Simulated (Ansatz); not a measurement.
# Lattice dynamics of W2NO2 monolayer, part 2 of 2

Wanted: vibrations and spectra of W2NO2 monolayer; the cell is already relaxed. After the zone centre comes a 4×4×1 q mesh on a 20×20×1 k mesh.

Ansatz 0.2.0; DFT LDA, scalar-relativistic, plane waves, PAW; PAW set soft_1.

So far. Step 2 (Linear response at the zone centre): Before it was imposed, the acoustic sum rule was missed by 6.8e-5 eV/Å². Small misses are needed for a sound result but don't prove that mesh and cutoff are converged. The lowest optical mode is real, 120 cm⁻¹.

## (3) The dispersion (continued)

The partial phonon density of states has structure finer than the step of the table below, so its rows give means over 50 cm⁻¹, whole bins alone (the curve runs from -173 to 780 cm⁻¹). Peaks (cm⁻¹: height): N 528.3: 0.0259, 720.1: 0.0600; O 420.4: 0.0870, 480.3: 0.0507; W -131.1: 0.0182, -65.1: 0.0156, 144.7: 0.0537, 198.6: 0.0186.

Phonopy on the run's constants, 21x21x1 mesh, Gaussian sigma 6.8 cm-1. Interpolated from a 4×4×1 q mesh. The partial phonon density of states by wavenumber; means over each step; values in 1/cm⁻¹/cell:

```csv
wavenumber (cm⁻¹),N,O,W
-100,9.8e-4,9.6e-4,0.00927
-50,8.6e-4,9.2e-4,0.0107
0,2.0e-4,2.2e-4,0.00263
50,2.7e-4,4.1e-4,0.00489
100,2.5e-4,8.4e-4,0.0166
150,1.7e-4,9.5e-4,0.0352
200,2.7e-5,5.7e-4,0.0118
250,6.6e-6,3.4e-4,0.00732
300,1.0e-6,2.5e-6,7.5e-7
350,0.00190,0.00700,0.00150
400,0.00164,0.0415,0.00249
450,0.00125,0.0313,0.00209
500,0.00579,0.0263,0.00298
550,0.00833,0.00548,4.6e-4
600,1.2e-7,1.2e-7,0
650,7.9e-6,2.9e-7,0
700,0.0211,9.7e-4,5.7e-4
750,0.0159,8.7e-4,5.4e-4
```

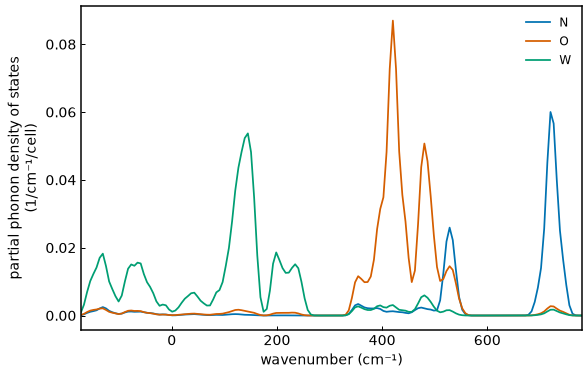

Partial phonon density of states against wavenumber.

Symmetry leaves 4 wavevectors to solve. The lowest mode among them, the acoustic zeros apart, lies at q = (0.25, 0.25, 0) and is imaginary, 144.1i cm⁻¹, so the energy falls along it. Between them the interpolated path dips to 163i cm⁻¹.

## (4) Another isotope, element N, natural mass 14.007 amu

An isotope changes the mass and not the force constants, so no new electronic calculation is needed; the shifts show which modes move this element.

The same force constants with the mass of N changed from 14.007 to 15.000 u (phonopy, no LO-TO term). Both lists are sorted by frequency; levels can cross, so a row need not hold one and the same mode. Modes under 3 cm⁻¹ are left out. Isotope shifts, by row, the first 40 of 57 rows:

```csv
q,rank,natural mass (cm⁻¹),changed mass (cm⁻¹)
0 0 0,4,118.5,118.5
0 0 0,5,118.5,118.5
0 0 0,6,234.4,234.4
0 0 0,7,391.2,391
0 0 0,8,391.2,391
0 0 0,9,427.8,427.8
0 0 0,10,427.8,427.8
0 0 0,11,463.6,453
0 0 0,12,541.8,541.8
0 0 0,13,552.5,547.1
0 0 0,14,716.4,693.5
0 0 0,15,716.4,693.5
0 0.25 0,1,-139.1,-138.9
0 0.25 0,2,-86.39,-86.14
0 0.25 0,3,60.3,60.21
0 0.25 0,4,125.4,125.3
0 0.25 0,5,132.3,132.3
0 0.25 0,6,196.4,196.4
0 0.25 0,7,351.3,348.8
0 0.25 0,8,395.3,395.1
0 0.25 0,9,420.4,420.3
0 0.25 0,10,446,445.8
0 0.25 0,11,480.9,479.6
0 0.25 0,12,504.4,504.3
0 0.25 0,13,536,524.7
0 0.25 0,14,717.8,695.3
0 0.25 0,15,727.1,704.5
0 -0.5 0,1,-134.6,-133.9
0 -0.5 0,2,-43.98,-43.91
0 -0.5 0,3,136.6,136.6
0 -0.5 0,4,144.1,144.1
0 -0.5 0,5,151.2,151.2
0 -0.5 0,6,238.1,238.1
0 -0.5 0,7,408.2,408.1
0 -0.5 0,8,418.5,418.5
0 -0.5 0,9,419.8,419.1
0 -0.5 0,10,441.1,441.1
0 -0.5 0,11,455.9,451.7
0 -0.5 0,12,493.7,493.7
0 -0.5 0,13,515.9,505.8
```

A mode of this element alone would shift by -3.37 %. The highest zone-centre frequency without the field goes from 716.4 to 693.5 cm⁻¹ (-3.2 %). The product of the frequency ratios over all optical modes at Γ is 0.906; the product rule, (m/m′)^(3k/2) (M′/M)^(3/2) with k = 1 such atoms and M the mass of the cell, gives 0.906.

## (5) Isotope substitution, element O, natural mass 15.999 amu

The same for O, from 16.00 to 18.00 u.

The same force constants with the mass of O changed from 15.999 to 17.999 u (phonopy, no LO-TO term). Both lists are sorted by frequency; levels can cross, so a row need not hold one and the same mode. Modes under 3 cm⁻¹ are left out. Isotope shifts, by row, the first 40 of 57 rows:

```csv
q,rank,natural mass (cm⁻¹),changed mass (cm⁻¹)
0 0 0,4,118.5,118.2
0 0 0,5,118.5,118.2
0 0 0,6,234.4,233.2
0 0 0,7,391.2,371.2
0 0 0,8,391.2,371.2
0 0 0,9,427.8,404.4
0 0 0,10,427.8,404.4
0 0 0,11,463.6,454.7
0 0 0,12,541.8,513.3
0 0 0,13,552.5,533.7
0 0 0,14,716.4,715.1
0 0 0,15,716.4,715.1
0 0.25 0,1,-139.1,-138.4
0 0.25 0,2,-86.39,-85.8
0 0.25 0,3,60.3,60.01
0 0.25 0,4,125.4,124.7
0 0.25 0,5,132.3,132
0 0.25 0,6,196.4,196
0 0.25 0,7,351.3,337.9
0 0.25 0,8,395.3,375.2
0 0.25 0,9,420.4,397.6
0 0.25 0,10,446,422.4
0 0.25 0,11,480.9,457.5
0 0.25 0,12,504.4,478.2
0 0.25 0,13,536,526.7
0 0.25 0,14,717.8,716.3
0 0.25 0,15,727.1,725.2
0 -0.5 0,1,-134.6,-133.9
0 -0.5 0,2,-43.98,-43.86
0 -0.5 0,3,136.6,136.4
0 -0.5 0,4,144.1,144.1
0 -0.5 0,5,151.2,151.1
0 -0.5 0,6,238.1,236.9
0 -0.5 0,7,408.2,386.2
0 -0.5 0,8,418.5,394.9
0 -0.5 0,9,419.8,396.7
0 -0.5 0,10,441.1,416.4
0 -0.5 0,11,455.9,438.8
0 -0.5 0,12,493.7,468.1
0 -0.5 0,13,515.9,507.8
```

A mode of this element alone would shift by -5.72 %. The highest zone-centre frequency without the field goes from 716.4 to 715.1 cm⁻¹ (-0.2 %). The product of the frequency ratios over all optical modes at Γ is 0.712; the product rule, (m/m′)^(3k/2) (M′/M)^(3/2) with k = 2 such atoms and M the mass of the cell, gives 0.713.

## (6) Isotope substitution, element W, natural mass 183.84 amu

The same for W, from 183.84 to 185.95 u.

A mode of this element alone would shift by -0.57 %. The highest zone-centre frequency without the field goes from 716.4 to 716.3 cm⁻¹ (-0.0 %). The product of the frequency ratios over all optical modes at Γ is 0.981; the product rule, (m/m′)^(3k/2) (M′/M)^(3/2) with k = 2 such atoms and M the mass of the cell, gives 0.981.

## (7) What came out

```yaml
space_group_within_0p01_a: P-3m1
area_per_atom: 1.70 Å²
electronic_character: no gap on this mesh
highest_optical_mode_at_the_zone_centre_no_lo_to_term: 716 cm⁻¹
lowest_optical_zone_centre_mode: 120 cm⁻¹
lowest_mode_on_the_q_mesh_acoustic_modes_at_gamma_apart: -144 cm⁻¹
highest_frequency_on_the_path_or_at_a_solved_wavevector: 747 cm⁻¹
imaginary_modes_on_the_4x4x1_q_mesh: yes
```

**Reading.** Modes are clearly imaginary (beyond 10i cm⁻¹) at 3 of the 4 irreducible wavevectors, most at q = (0.25, 0.25, 0) (144.1i cm⁻¹), so this structure is not a minimum of the energy. The optical modes at Γ span 120 to 716 cm⁻¹. The highest mode in this list at Γ, 716.5 cm⁻¹, is mostly motion of N (95 % of the kinetic energy). With no gap, or one that is small against the smearing, the frequencies hang on the k mesh and the smearing, most of all near Kohn anomalies. The phonon runs are without spin polarisation, although the cell has an odd electron count. In a sheet or slab the interpolated bending branch near Γ is rough, since the rotational sum rule isn't imposed. Spin-orbit coupling is left out, which can matter for the heavy elements here. The PAW files were made for PBE and serve the other functionals too. A phonon run warned that its eigensolver left some bands unconverged in a pass. The starting cell was built on a prototype and not taken from a measurement. These are harmonic frequencies at zero temperature: anharmonic shifts, linewidths and thermal expansion are left out.

[Logs are printed without paths, hosts, clocks, repeated set-up lines and the standing remarks that a program may print on its own settings, such as how far it seeks lower states.]

[Hosts, paths, dates, database ids (printed as entryN), source tags and the programs' standing remarks are cut or masked in the printed files.]
